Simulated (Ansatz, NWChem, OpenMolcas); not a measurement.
How basis sets differ on CsI (SMILES [I][Cs])

CsI: 2 atoms, total charge 0, spin state singlet. SMILES: `[I][Cs]`. The bond length is the measured one.

| atom | x (Å) | y (Å) | z (Å) |
| --- | --- | --- | --- |
| I | 0.0000 | 0.0000 | 0.0000 |
| Cs | 0.0000 | 0.0000 | 3.3152 |

Each level gives the HOMO–LUMO gap (eV). The values are calculated.

| level | kind | program | value (eV) | CPU time |
| --- | --- | --- | --- | --- |
| HF/def2-SVP (core potential) | Hartree–Fock | NWChem | 7.24 | 3.3 s |
| HF/ANO-RCC-MB (DKH2) | Hartree–Fock | OpenMolcas | 6.13 | 7.7 s |
| HF/3-21G | Hartree–Fock | Ansatz | 6.95 | 2.3 s |
| HF/ANO-RCC-VDZ (DKH2, RICD fitting) | Hartree–Fock | OpenMolcas | 6.79 | 18 s |
| HF/def2-TZVP (core potential) | Hartree–Fock | Ansatz | 7.37 | 2 s |

All-electron rows without a relativistic Hamiltonian named are non-relativistic, while core potentials hold scalar relativity, so basis and relativity change together. The values span 6.13 to 7.37 eV. A Hartree–Fock LUMO above zero doesn't converge with the basis: it sinks as sets grow more diffuse. Orbital gaps aren't excitation energies. Times are those of the runs behind each value, whatever else they computed, on shared processors of several kinds: orders of magnitude only.

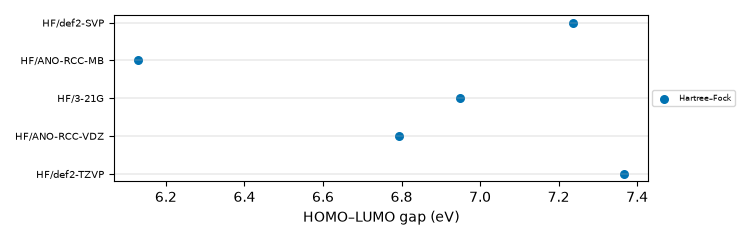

The values of the table, level by level.
